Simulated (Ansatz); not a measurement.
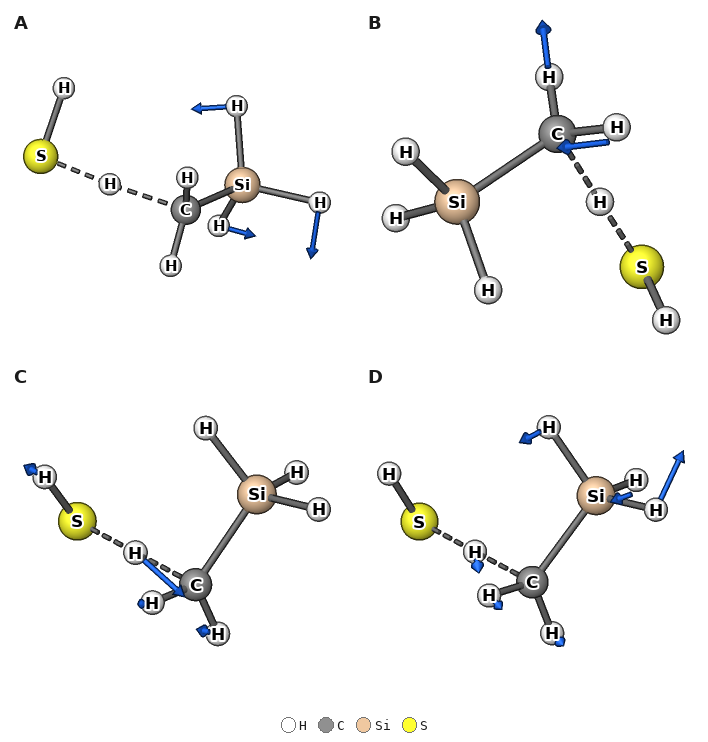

4 normal modes of one molecule or complex, as arrows. Broken sticks mark bonds that form or break. State: neutral, doublet. Harmonic vibrations computed with UKS PBE0-D4/def2-TZVP (Ansatz 0.2.0) at a stationary point of the same level. It is a saddle point of order 1.

**Match the panels to the wavenumbers 609 cm⁻¹, 944 cm⁻¹, 1271 cm⁻¹, 3220 cm⁻¹.**

A: 944 cm⁻¹
B: 3220 cm⁻¹
C: 1271 cm⁻¹
D: 609 cm⁻¹
